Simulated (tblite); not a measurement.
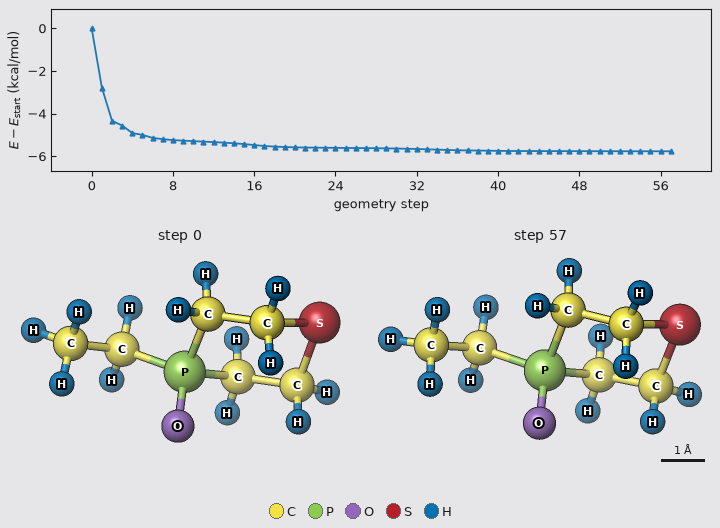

First and last geometry of a relaxation of C$_{6}$H$_{13}$OPS, with the history of the run. The picture is a ball-and-stick view, seen from a free direction.

Theory: GFN2-xTB geometry optimisation, gas phase in tblite. 

What do the curves and the structures tell?

Answer. It converged. Over 57 geometry steps the energy falls by 5.76 kcal/mol. An H atom moves most after the best rigid fit: 0.25 Å. Largest moves by element: H 0.25 Å, C 0.10 Å, O 0.09 Å, S 0.06 Å, P 0.04 Å. Among the contacts that change: C–P 1.770 → 1.841 Å, C–P 1.794 → 1.843 Å, O–P 1.512 → 1.468 Å, C–H 1.114 → 1.090 Å. Bond angles that change, for instance: C–C–P 114.9° → 109.4°, P–C–C 112.6° → 107.7°, P–C–C 112.2° → 107.8°. Cost: 0.82 s on 1 thread of Arm Neoverse N1, with other jobs on the host.
